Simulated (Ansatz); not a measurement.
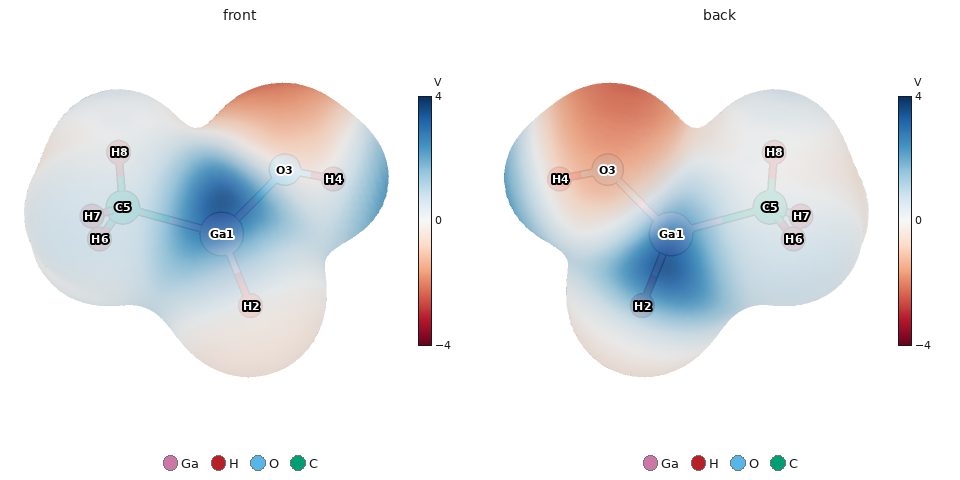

Figure. CH5GaO. The molecular electrostatic potential painted on the density surface at 0.002 e/bohr³, seen from the front and from behind; red is negative and blue positive.

These are results of RHF/def2-SVP (Ansatz), not measurements.

```xyz
8

Ga   -0.0580   -0.1441   -0.0556
H     0.1858   -0.0754    1.4999
O     1.3707   -0.4206   -1.0830
H     2.2242   -0.5216   -0.6950
C    -1.7800    0.0311   -1.0033
H    -2.4264   -0.8213   -0.7774
H    -2.3131    0.9330   -0.6941
H    -1.6244    0.0670   -2.0821
```

> Describe the electrostatic potential map.

The most negative region (about −2.2 V) lies over O3, the most positive (about +3.4 V) over Ga1. O3 is the likeliest acceptor of a hydrogen bond.
